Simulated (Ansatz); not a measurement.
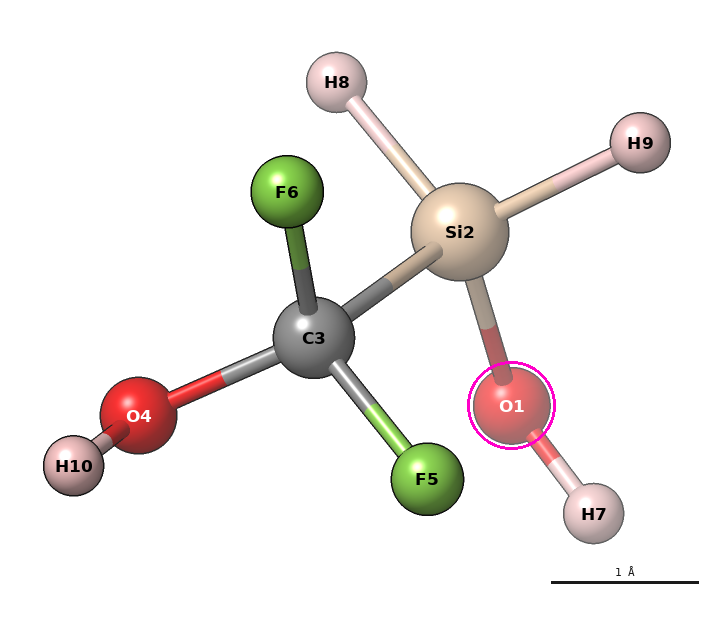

Orthographic view. Distant atoms are faded towards the background colour. Computed geometry: PBE-D4/def2-SVP optimisation. No frequency run is at hand to confirm it as a minimum.

**Name the neighbours of the circled atom.**

The circled atom is O1; it is bonded to Si2, H7.

**Of O4 and H10, which is nearer the viewer?**

H10; the bond to O4 points away from the viewer, so it looks shorter than its 0.98 Å.

**What is the shortest path along bonds from the circled atom to H10?**

O1–Si2–C3–O4–H10, 4 bonds; through space the two are 4.30 Å apart.
